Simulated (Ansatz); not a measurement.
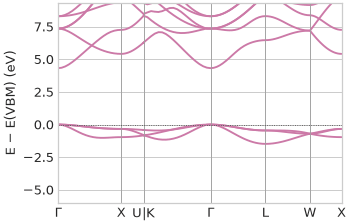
Fig. 1. Band structure from the program Ansatz at the LDA level (PAW)

Q: Read off the gap and where the band edges lie.

A: About 4.3 eV (4.32 eV by a search for the band edges); maximum at Γ, minimum at Γ.

The material is KBr (rock salt, Fm-3m).

The LDA relaxation kept the symmetry of its start; phonons on a q-mesh show no instability. Spin–orbit coupling is left out wherever it is not named.

Potentials: the later of the program's two PAW sets.
